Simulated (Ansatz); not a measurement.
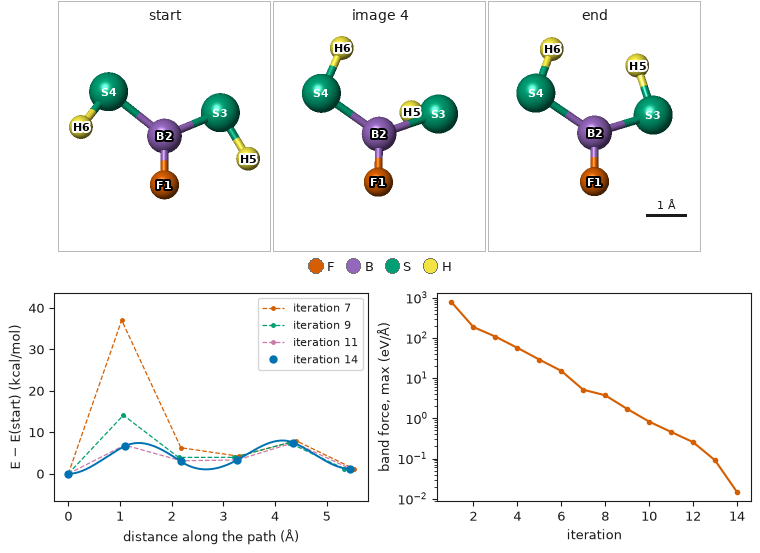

NEB run on BH2S2F. Images are numbered from 0 (start) to 5 (end). The plot follows the band through its iterations. A ball-and-stick model, seen at a tilt.

The calculation used RKS PBE-D4/def2-SVP in Ansatz. Settings: 4 movable images; no climbing image; force threshold 0.05 eV/Å; iteration limit 60; starting path through a guess of the saddle point.

Q: Judge this run.

A: The run is converged, with reservations. The band converged in 14 iterations. The largest component of the band force went from 780 to 0.015 eV/Å. No image climbed, so the highest image needn't lie on the saddle point, and the true maximum along this path can be higher. The first iteration put the highest image at 3766.2 kcal/mol. The highest point, image 4, lies 7.5 kcal/mol above the start and 6.3 kcal/mol above the end; the end is at +1.2 kcal/mol relative to the start. The profile has 2 maxima (images 1, 4) with a dip at image 2 (+3.0 kcal/mol), so the process runs in steps.
